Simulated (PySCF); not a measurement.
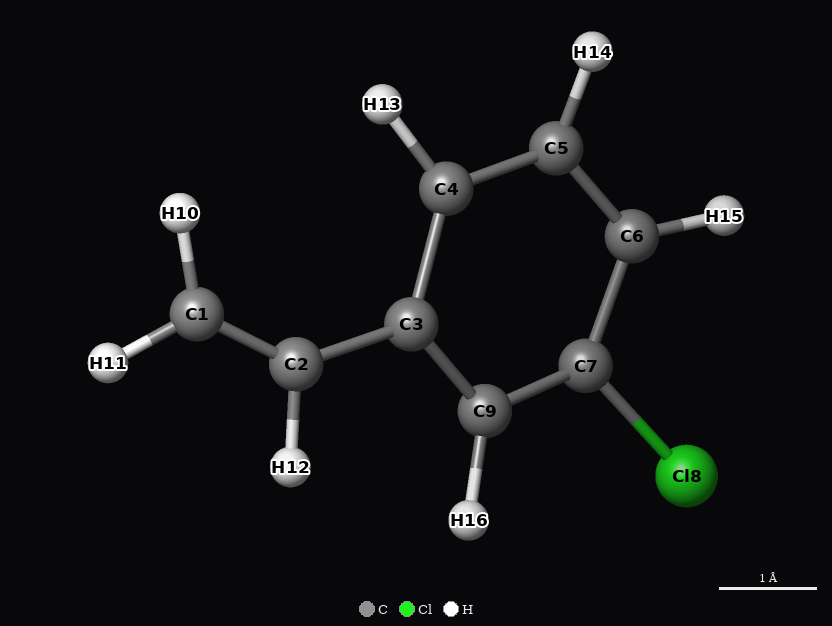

Numbered structure. Geometry: a frame of a GFN2-xTB molecular-dynamics simulation, not a minimum.

How are the neighbours of atom 4 arranged?

C4 has 3 neighbours (C3 at 1.45, C5 at 1.40, H13 at 1.12 Å); the arrangement is trigonal planar.

Describe the coordination of atom 9.

C9 has 3 neighbours (C3 at 1.44, C7 at 1.41, H16 at 1.15 Å); the arrangement is trigonal planar.

What is the geometry at C2?

C2 has 3 neighbours (C1 at 1.28, C3 at 1.47, H12 at 1.07 Å); the arrangement is trigonal planar.

What is the geometry at C3?

C3 has 3 neighbours (C2 at 1.47, C4 at 1.45, C9 at 1.44 Å); the arrangement is trigonal planar.

Which bond is the longest?

C7–Cl8, 1.696 Å.

What is the dihedral angle C4–C3–C9–C7?

2° in size, that is syn (eclipsed).
